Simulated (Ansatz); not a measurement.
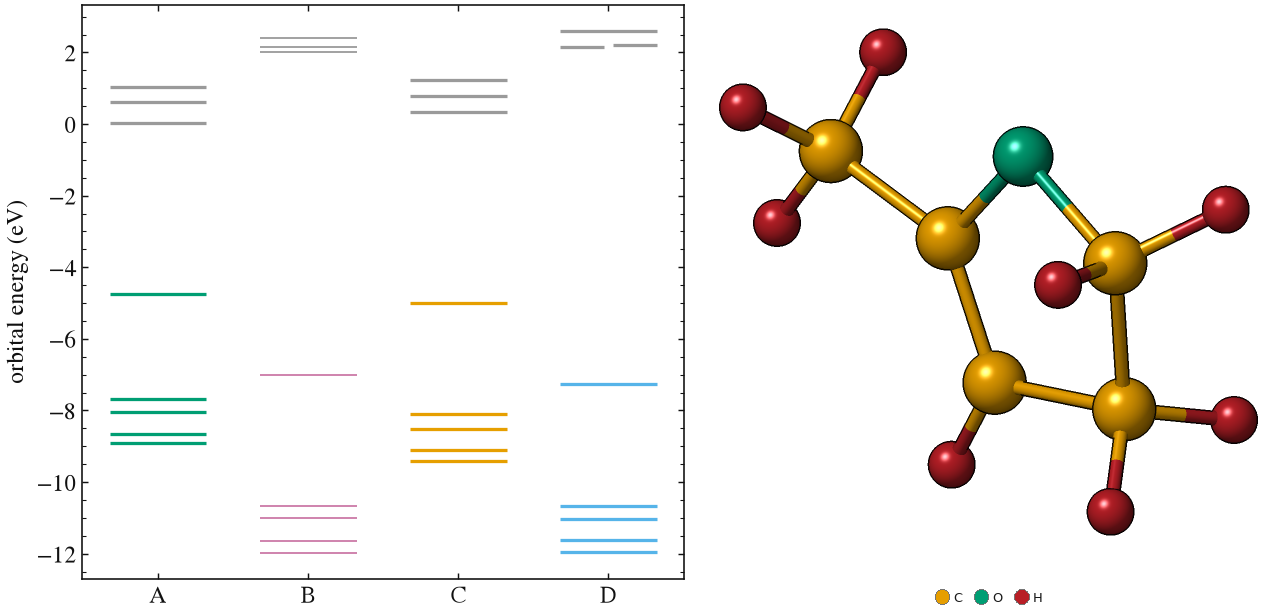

Frontier orbital energies of C₅H₈O, SMILES CC1=CCCO1 at one geometry, def2-TZVPP, the Ansatz code, at a PBE0-D4/def2-TZVP geometry (a minimum by its frequencies). Empty levels are grey, levels within 0.1 eV stand side by side; all columns show the same few orbitals around the gap.

The columns come from B97M-V, BHLYP, CAM-B3LYP and PBE. Which is which?

Answer. A: PBE (HOMO −4.74, LUMO 0.03, separation 4.78 eV)
B: BHLYP (HOMO −7.01, LUMO 2.01, separation 9.02 eV)
C: B97M-V (HOMO −5.01, LUMO 0.34, separation 5.34 eV)
D: CAM-B3LYP (HOMO −7.27, LUMO 2.14, separation 9.41 eV)

Limits of at least one run: empty levels above zero depend strongly on the basis.
